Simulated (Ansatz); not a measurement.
Single-point calculation of Zr2S2 (charge +1)

The run: single-point calculation of Zr2S2, charge +1, multiplicity 2. Method and program: UKS PBEsol-d3bjatm/def2-TZVP (Ansatz 0.2.0).

Some settings of this run were made unusual or wrong on purpose. The geometry comes from this level: B3LYP-D4/def2-SVP.

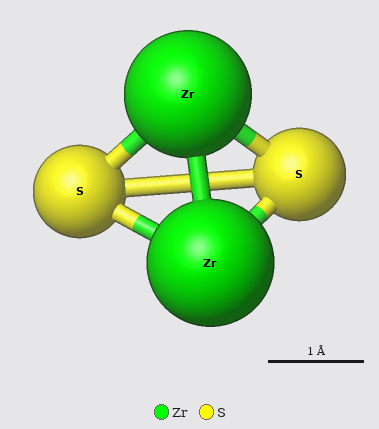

The structure as given in the input (ball-and-stick view, seen on its broad side). Sticks mark near contacts.

**The input**
```yaml
crystal:
  periodic: [false, false, false]
  atoms:
    - {symbol: Zr, position_ang: [0.924799, -0.245769, -0.070601]}
    - {symbol: Zr, position_ang: [-0.609633, 0.550302, 0.400863]}
    - {symbol: S, position_ang: [-0.262826, -0.811938, 0.725800]}
    - {symbol: S, position_ang: [-0.008536, 0.507405, -1.165262]}
basis:
  gaussian: {orbitals: def2-TZVP}
total_charge: 1
magnetization: {spin_polarized: true, initial_magnetization: 1}
hamiltonian: {xc: {name: PBEsol}, dispersion: d3bjatm, pseudopotentials: {relativity: scalar}}
output: {forces: true}
```

Hardware: 4 threads of Arm Neoverse V2, 95 GiB of memory available, shared host.

Run as:
```bash
ansatz run in.yaml --threads 4 --pin off --events-out ev --progress --plain --max-ram 3916MiB
```

**Output**
```
Functional definition: PBEsol
  name "PBEsol"
  cite "Perdew et al., Phys. Rev. Lett. 100, 136406 (2008) doi:10.1103/PhysRevLett.100.136406"
  cite "Perdew, Burke & Ernzerhof, Phys. Rev. Lett. 77, 3865 (1996) doi:10.1103/PhysRevLett.77.3865"
  parent pbesol
  exchange = pbesol_x
  correlation = pbesol_c
1164 factors; their error is unknown
mean field evaluation 1: about -24118.0433 eV, gradient 1.2e2 eV
mean field evaluation 2: about -23800.7106 eV, gradient 2.7e2 eV
mean field evaluation 4: about -24152.1664 eV, gradient 7.1e1 eV
mean field evaluation 8: about -24173.3550 eV, gradient 1.9e0 eV
mean field evaluation 16: about -24173.3624 eV, gradient 2.1e-3 eV
mean field evaluation 32: about -24173.0017 eV, gradient 4.8e0 eV
mean field -24173.36241015 eV, -888.3546832796 hartree, gradient 1.3e-5 eV, S^2 0.752816; 5 other end points of the search recorded, 0 dependent functions left out
the calculation of the forces begins
reference -24173.36246098 eV, -888.3546851473 hartree; 28, 27 occupied and 126, 127 virtual orbitals, 1164 factors
Total energy: -24173.46830478 eV, -888.3585748352 hartree
Relativity: scalar
Atom 0 at     0.924799    -0.245769    -0.070601 Å, force    88.990473   -10.126382    -7.692542 eV/Å
Atom 1 at    -0.609633     0.550302     0.400863 Å, force   -53.145286    88.124779    19.446915 eV/Å
Atom 2 at    -0.262826    -0.811938     0.725800 Å, force   -23.863213   -96.745943    47.486626 eV/Å
Atom 3 at    -0.008536     0.507405    -1.165262 Å, force   -11.981975    18.747545   -59.240999 eV/Å
Dipole moment:     0.129702    -0.049825    -0.056547 e Å
```

**Outcome**

```json
{"quantity": "outcome", "value": "converged"}
{"quantity": "total energy", "value": "−24173.4683 eV"}
{"quantity": "mean-field energy", "value": "−24173.3625 eV"}
{"quantity": "dispersion energy", "value": "−0.1058 eV"}
{"quantity": "⟨S²⟩", "value": "0.753"}
{"quantity": "SCF solution under orbital rotations", "value": "stable"}
{"quantity": "largest force (length of the vector)", "value": "110.382 eV/Å"}
{"quantity": "wall time", "value": "8 s (CPU time 29 s)"}
{"quantity": "peak memory", "value": "0.37 GiB"}
```

A setting was made wrong on purpose: squeeze. The program still converged, but the numbers can't be taken as results for the intended system.
